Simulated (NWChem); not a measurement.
**AlH3Cl− (SMILES [AlH3-][Cl]): levels of theory compared**

Aim: a comparison of 6 runs (HF/3-21G, HF/def2-TZVP, PBE0/6-31G, B3LYP/6-31G*, CCSD(T)/aug-cc-pVDZ) of AlH3Cl−. 

The calculation is run with NWChem 7.3.0.

## Step 1: The system as given

AlH3Cl−: 5 atoms, total charge -1, spin state singlet. As SMILES, `[AlH3-][Cl]`. The shape comes from GFN2-xTB, which is rough for such elements, and wasn't checked as a minimum.

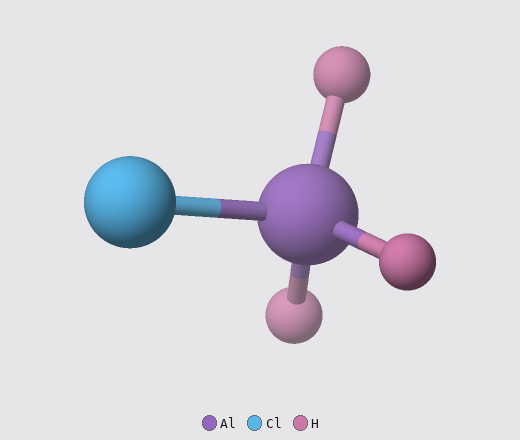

Viewed from a chosen angle; aluminium purple, chlorine blue, hydrogen pink.

## Step 2: Energy and gradient at HF/3-21G (run 1)

calc.nw

```
START calc
memory total 2200 mb
charge -1

GEOMETRY units au noautosym nocenter noautoz
Al     0.20628250    -0.00083148    -0.15590241
Cl    -2.95311281    -0.00398732     2.23790816
H      0.42724818     2.79394118    -1.33072624
H     -0.30271523    -2.09081188    -2.30225334
H      2.62229735    -0.69832939     1.55095492
END

BASIS "ao basis" spherical bse
* library 3-21G
END

SCF
thresh 1e-08
maxiter 80
noprint "final vectors analysis"
END

TASK scf gradient
```

The run is started by

```console
$ nwchem calc.nw > calc.out
```

The program printed:

```text
[...]
  functions       =    32
[...]
  wavefunction    = RHF
[...]
         Total SCF energy =   -699.704301044795
      One-electron energy =  -1133.499108952300
      Two-electron energy =    355.598118061689
 Nuclear repulsion energy =     78.196689845816
        Time for solution =      0.3s
[...]
                         RHF ENERGY GRADIENTS
    atom               coordinates                        gradient
                 x          y          z           x          y          z
   1 Al      0.206283  -0.000831  -0.155902   -0.044391  -0.000234   0.033664
   2 Cl     -2.953113  -0.003987   2.237908    0.056519   0.000095  -0.042899
   3 H       0.427248   2.793941  -1.330726   -0.002642  -0.008024   0.004928
   4 H      -0.302715  -2.090812  -2.302253   -0.000552   0.006096   0.007758
   5 H       2.622297  -0.698329   1.550955   -0.008933   0.002068  -0.003452
[...]
```

Wall time 1.1 s (1 thread of Intel Xeon 6975P-C (Granite Rapids), shared host); peak memory 0.096 GiB.

## Step 3: Energy and forces at HF/def2-TZVP (run 2)

alclh3.nw

```
START alclh3
TITLE "AlClH3 gradient"
memory stack 880 mb heap 220 mb global 1100 mb
charge -1

GEOMETRY noautosym nocenter noautoz
 Al     0.109160    -0.000440    -0.082500
 Cl    -1.562720    -0.002110     1.184250
 H      0.226090     1.478490    -0.704190
 H     -0.160190    -1.106410    -1.218300
 H      1.387660    -0.369540     0.820730
END

BASIS spherical bse
 * library def2-TZVP
END

SCF
 thresh 1e-08
 maxiter 80
END

TASK scf gradient
```

The run is started by

```console
$ nwchem alclh3.nw > alclh3.out
```

The program printed:

```text
[...]
  functions       =    92
[...]
  wavefunction    = RHF
[...]
         Total SCF energy =   -703.275541427459
      One-electron energy =  -1137.658634763498
      Two-electron energy =    356.186397889139
 Nuclear repulsion energy =     78.196695446899
        Time for solution =      8.3s
[...]
                         RHF ENERGY GRADIENTS
    atom               coordinates                        gradient
                 x          y          z           x          y          z
   1 Al      0.206282  -0.000831  -0.155902   -0.022891  -0.000206   0.017373
   2 Cl     -2.953113  -0.003987   2.237908    0.032488   0.000069  -0.024686
   3 H       0.427248   2.793941  -1.330726   -0.002381  -0.004689   0.003527
   4 H      -0.302715  -2.090812  -2.302253   -0.001164   0.003593   0.005190
   5 H       2.622297  -0.698329   1.550955   -0.006051   0.001233  -0.001404
[...]
```

It took 13 s on 1 thread of Intel Xeon 6975P-C (Granite Rapids), shared host; peak memory 0.11 GiB.

Runs 3 to 5 aren't shown in full; the table further down has their settings and results.

## Step 4: The energy at CCSD(T)/aug-cc-pVDZ (run 6)

mol.nw

```
start mol
title "AlClH3 energy"
memory stack 880 mb heap 220 mb global 1100 mb
charge -1

geometry noautosym nocenter noautoz
Al       0.109160      -0.000440      -0.082500
Cl      -1.562720      -0.002110       1.184250
H        0.226090       1.478490      -0.704190
H       -0.160190      -1.106410      -1.218300
H        1.387660      -0.369540       0.820730
end

basis spherical bse
* library aug-cc-pVDZ
end

scf
thresh 1e-08
maxiter 80
print low
end

ccsd
freeze core 10
maxiter 60
end

task ccsd(t) energy
```

The run is started by

```console
$ nwchem mol.nw > mol.out
```

The program printed:

```text
[...]
  functions       =    81
[...]
  wavefunction    = RHF
[...]
         Total SCF energy =   -703.258307668753
      One-electron energy =  -1137.347566861808
      Two-electron energy =    355.892563746156
 Nuclear repulsion energy =     78.196695446899
        Time for solution =     22.4s
[...]
 Total MP2 energy:           -703.505106139867962
[...]
             energy      energy      error      ampl     ampl      Block
                                                time     time      time
[...]
 Total CCSD energy:           -703.540889955619946
[...]
 Total CCSD+T(CCSD) energy:           -703.547166552430213
[...]
 Total CCSD(T) energy:                -703.547060921062780
[...]
```

It took 86 s on 1 thread of Intel Xeon 6975P-C (Granite Rapids), shared host; peak memory 0.16 GiB.

## Step 5: Overview of the runs

```
run                               level  iteration cap   module  energy (Eh)  largest force (eV/Å)  wall time
  1                            HF/3-21G             80      scf  -699.704301                 3.649      1.1 s
  2                        HF/def2-TZVP             80      scf  -703.275541                 2.098       13 s
  3                          PBE0/6-31G            100      dft  -704.187305                 3.264      5.4 s
  4  B3LYP/6-31G* (spherical functions)            100      dft  -704.535445                 2.206      7.2 s
  5  B3LYP/6-31G* (Cartesian functions)            100      dft  -704.540128                 2.202      7.8 s
  6                 CCSD(T)/aug-cc-pVDZ             80  ccsd(t)  -703.547061                     –       86 s
```

## Step 6: Summary of results

| quantity | value |
| --- | --- |
| run 6: total energy | -703.54706 Eh |
| run 6: correlation energy (10 core orbitals frozen) | -288.8 mEh |
| run 6: (T) correction | -6.17 mEh |

What this shows: Over runs 2, 3, 4, 5 the HOMO–LUMO gap runs from 7.36 eV (B3LYP/6-31G*) to 13.44 eV (HF/def2-TZVP). The two ends differ in method and basis. The empty levels of an anion lie above zero and hang on the basis. Totals of different functionals can't be ranked against each other. All runs together took 2 min, the longest 86 s.
